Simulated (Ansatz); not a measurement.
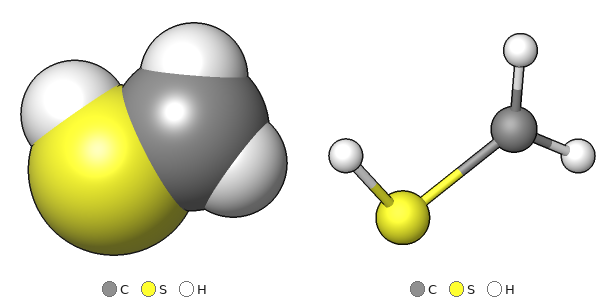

Both panels show the same species.

State: neutral, doublet. The computed structure is the end point of a PBE0-D4/def2-TZVP optimisation. No frequency run is at hand to confirm it as a minimum.

**Which formula does it have?**

CH₃S, 5 atoms: 1 carbon, 3 hydrogen and 1 sulfur.

**How many atoms are distinct by symmetry?**

5: 1 C, 1 S, 1 H, 1 H, 1 H.

The parts below concern this one geometry. Atoms keep their numbers from picture to picture.

### Geometry

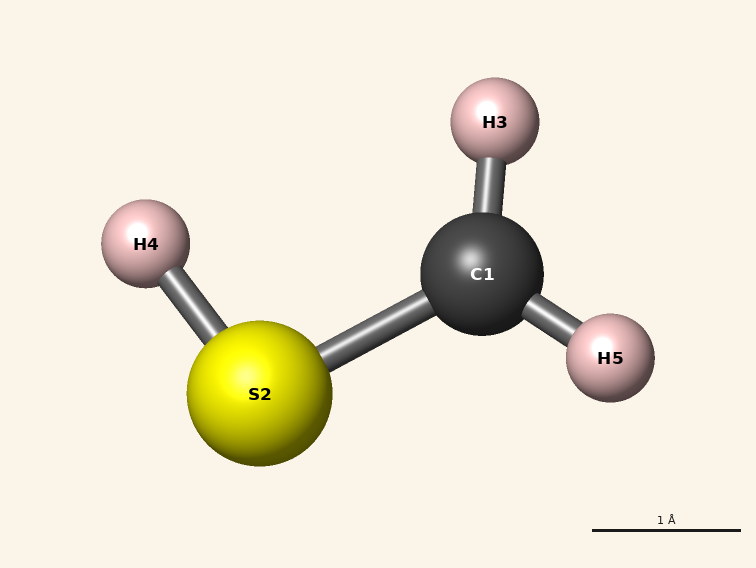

Numbered structure. No frequency run is at hand to confirm it as a minimum.

List the bonds and their lengths.

| bond | length (Å) |
| --- | --- |
| C1–S2 | 1.707 |
| C1–H3 | 1.078 |
| C1–H5 | 1.079 |
| S2–H4 | 1.342 |

### Electronic properties

No frequency run is at hand to confirm it as a minimum. Properties computed with UHF-CCSD(T), frozen core/def2-TZVPP (Ansatz 0.2.0).

Predict the main results.

- ⟨S²⟩ of the determinant: 0.771
- T1 diagnostic: 0.020

### Dipole moment

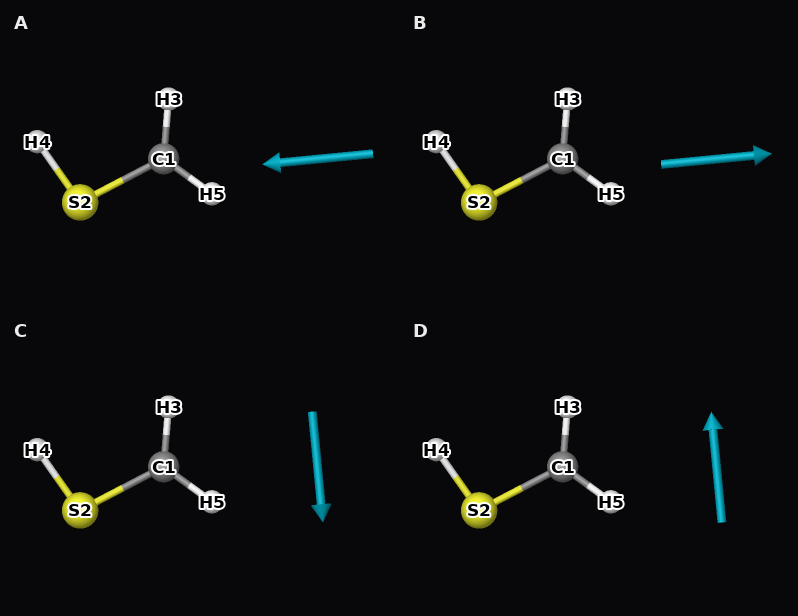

The same molecule four times, each with an arrow. No frequency run is at hand to confirm it as a minimum. Level of theory: UKS PBE0-D4/def2-TZVP (Ansatz 0.2.0).

**Which arrow points along the dipole moment, from the negative to the positive end?**

D. The dipole moment is 0.94 D; it points from the side of S2, H5 to the side of H3 (the outermost atoms at the two ends).

### Charges

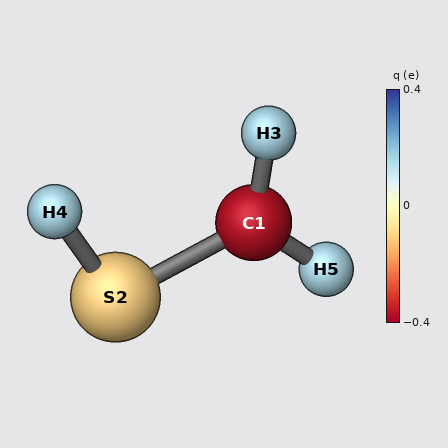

Atoms are coloured by their Mulliken charges. No frequency run is at hand to confirm it as a minimum. Properties computed with UKS PBE0-D4/def2-TZVP (Ansatz 0.2.0).

**Which atom carries the highest charge (most positive or least negative)?**

H4 (0.16 e).

**And the lowest?**

C1 (−0.36 e).

Give the Mulliken charges atom by atom.

```csv
atom,value (e)
C1,−0.36
S2,−0.10
H3,0.15
H4,0.16
H5,0.15
```

Mulliken values depend strongly on the basis set and can even reverse the polarity of a bond.
